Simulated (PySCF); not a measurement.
# Excited-state calculation, with input and output: C5H15NSi2

The run: excited-state calculation of C5H15NSi2. Method and program: TDDFT CAM-B3LYP/def2-SVPD, vertical, gas phase, core orbitals frozen in the response (PySCF 2.14.0).

The geometry comes from this level: PBE0-D3(BJ)/def2-SVP. It belongs to a series of runs on one base structure; here: constitutional isomer.

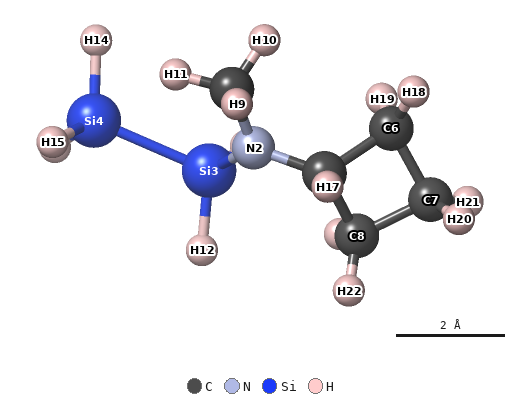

**Figure 1.** The structure (ball-and-stick view, seen at a tilt; atoms are numbered from 1 in the order of the input). Bond lengths as drawn: C–C 1.54 to 1.55 Å, C–H 1.10 to 1.11 Å, C–N 1.44 Å, H–Si 1.50 to 1.51 Å, N–Si 1.74 Å and Si–Si 2.35 Å.

Key numbers

| quantity | value |
| --- | --- |
| outcome | converged |
| total energy | −832.779024 hartree |
| HOMO | −7.61 eV |
| LUMO | 1.12 eV |
| dipole moment | 1.27 D |
| mean polarisability | 124.00 a.u. |
| vertical ionisation energy | 8.06 eV |
| lowest singlet excitation | 5.74 eV |
| hardware | 1 CPU thread, shared host |
| wall time | 6.9 min |
| peak memory | 1.5 GiB |

Input
```
{"job": {"kind": "uv", "xc": "CAM-B3LYP", "basis": "def2-SVPD", "ip": true}, "charge": 0, "multiplicity": 1}
C      1.291582     2.153898     0.341062
N      0.783906     0.841217     0.024239
Si     1.712796    -0.618065     0.230770
Si     3.995192    -0.099413     0.382834
C     -0.644562     0.817664    -0.145026
C     -1.592635     0.967737     1.071849
C     -2.558938     0.007686     0.354216
C     -1.369294    -0.495443    -0.484462
H      0.971432     2.889085    -0.420840
H      0.943439     2.527822     1.324170
H      2.392015     2.166870     0.357810
H      1.519722    -1.548846    -0.926651
H      1.354991    -1.416911     1.456682
H      4.308399     0.678922     1.622463
H      4.454768     0.696654    -0.798542
H      4.769929    -1.379326     0.424616
H     -0.925127     1.580734    -0.898722
H     -1.949380     1.973317     1.341204
H     -1.144758     0.495589     1.961008
H     -3.291015     0.551130    -0.262455
H     -3.098936    -0.730252     0.964474
H     -1.519051    -0.747221    -1.544635
H     -0.892289    -1.356661     0.012160
```

The first line tells a small driver script what to run in PySCF; the rest is the geometry in Å.

Command:
```bash
OMP_NUM_THREADS=1 python <driver script> task.json out
```

Output
```
coarse grid: 19040 points
cycle   1  E = -832.6213554610  dE =  7.191e-01  |g| = 3.484e-01  |ddm| = 7.494e+00
cycle   2  E = -832.6333930387  dE = -1.204e-02  |g| = 3.171e-01  |ddm| = 1.167e+00
cycle   3  E = -832.6556846058  dE = -2.229e-02  |g| = 6.279e-02  |ddm| = 5.759e-01
cycle   4  E = -832.6564442904  dE = -7.597e-04  |g| = 2.837e-02  |ddm| = 1.255e-01
cycle   5  E = -832.6566399993  dE = -1.957e-04  |g| = 4.204e-03  |ddm| = 6.107e-02
cycle   6  E = -832.6566445259  dE = -4.527e-06  |g| = 9.290e-04  |ddm| = 1.351e-02
final grid: 171464 points
cycle   7  E = -832.7790205575  dE = -4.136e-05  |g| = 3.582e-03  |ddm| = 1.458e-01
cycle   8  E = -832.7790209112  dE = -3.537e-07  |g| = 3.535e-03  |ddm| = 2.200e-02
cycle   9  E = -832.7790241024  dE = -3.191e-06  |g| = 2.940e-04  |ddm| = 6.948e-03
cycle  10  E = -832.7790241154  dE = -1.298e-08  |g| = 2.155e-04  |ddm| = 1.120e-03
cycle  11  E = -832.7790241254  dE = -1.000e-08  |g| = 3.304e-05  |ddm| = 4.893e-04
cycle  12  E = -832.7790241257  dE = -2.888e-10  |g| = 9.292e-06  |ddm| = 8.911e-05
```

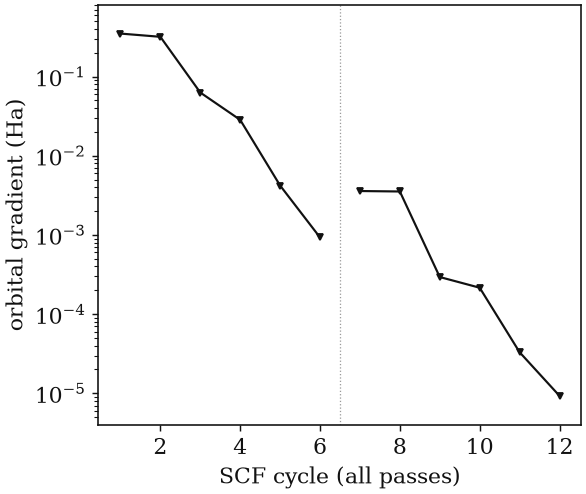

**Figure 2.** Convergence of the self-consistent field: orbital gradient against the SCF cycle. The dotted line marks the change from a coarse to the final integration grid. The first 6 cycles use a coarse grid, the final grid takes over at cycle 7, and the field converges after 12 cycles in all.

```
converged SCF energy = -832.7790241257

Static polarisability (au): isotropic 124.001, principal 104.143 117.709 150.152

Singlet excitations
state   eV       nm        f      main configurations
  1   5.7427    215.9   0.00082   H->L+2 0.45, H->L+1 0.31, H->L 0.18
  2   6.1051    203.1   0.01945   H->L 0.69
  3   6.3226    196.1   0.01579   H->L+1 0.31, H->L+2 0.27, H->L+3 0.24
  4   6.5297    189.9   0.01517   H->L+3 0.56, H->L+1 0.19, H->L+2 0.10
  5   6.6497    186.5   0.01088   H->L+4 0.55, H->L+5 0.24
  6   6.8631    180.7   0.00281   H->L+6 0.74, H->L+7 0.14
  7   7.0905    174.9   0.00616   H->L+7 0.37, H->L+5 0.19, H->L+4 0.17
  8   7.2650    170.7   0.01193   H->L+7 0.35, H->L+5 0.31
  9   7.2963    169.9   0.02362   H-1->L+2 0.49, H-1->L+1 0.33
 10   7.5657    163.9   0.03864   H-1->L+3 0.41, H->L+8 0.21, H-1->L+4 0.20

Triplet excitations (Tamm-Dancoff, eV): 5.5326 5.9226 6.1020 6.3834
Vertical ionisation energy (delta-SCF) = 8.0554 eV
```

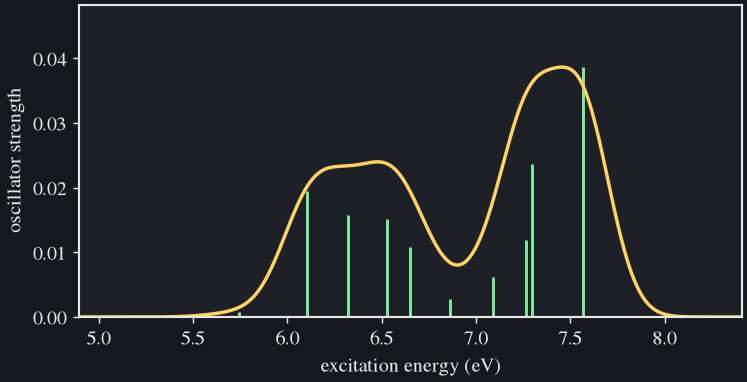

**Figure 3.** Computed excitations as sticks (degenerate states added up, dark ones marked on the axis), with a Gaussian envelope of 0.35 eV full width at half maximum, scaled to the tallest. Of the 10 states the lowest lies at 5.74 eV (f = 0.001); the strongest line is at 7.57 eV, or 164 nm (f = 0.039).

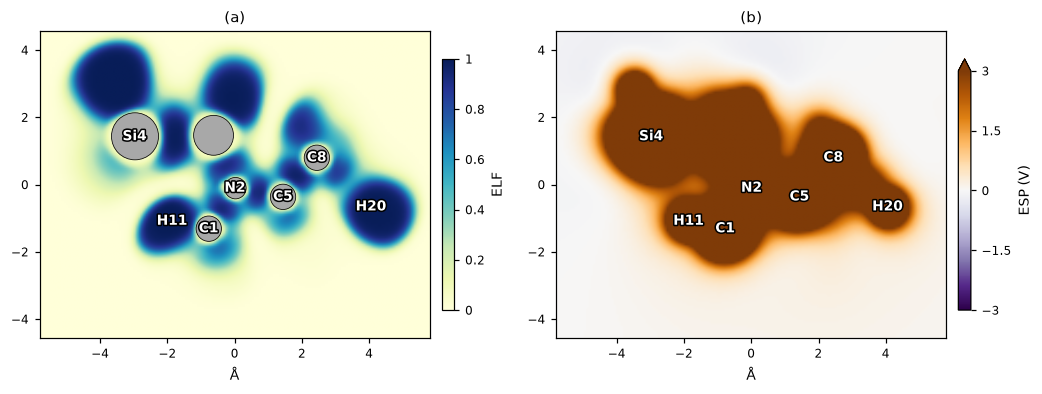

**Figure 4.** (a) ELF; (b) electrostatic potential on the plane of atoms C1, N2 and C5. Grey discs, where drawn, cover atomic cores. The section cuts through C, N, Si and H sites. C–N (1.44 Å): the ELF peaks at about 0.95 between the atoms (a covalent bond). C–H (1.10 Å): the ELF climbs to about 1 towards the hydrogen, as it does in any bond to H; a covalent bond by its length. The potential has no marked negative region in this plane.

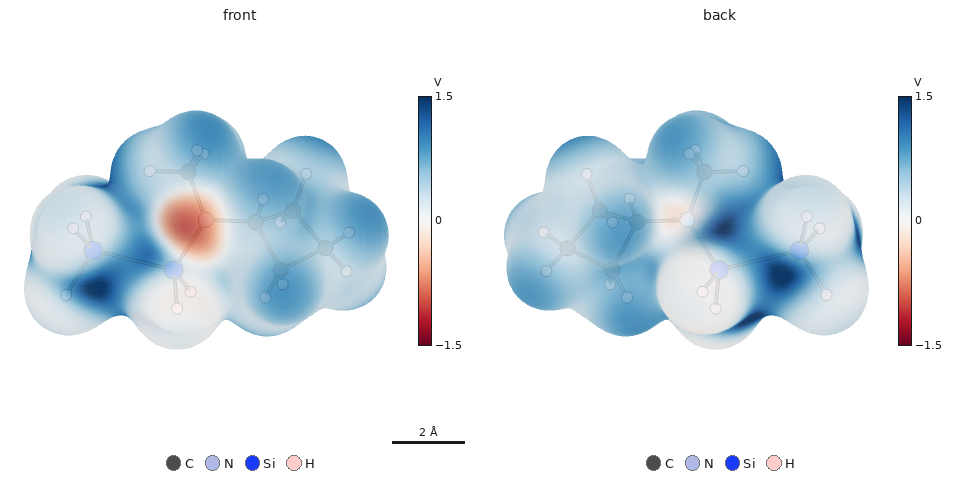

**Figure 5.** The electrostatic potential painted on the density surface at 0.004 e/bohr³, seen face on and from behind; the colour scale runs from red (negative) to blue (positive). Its dipole moment is 1.27 D.
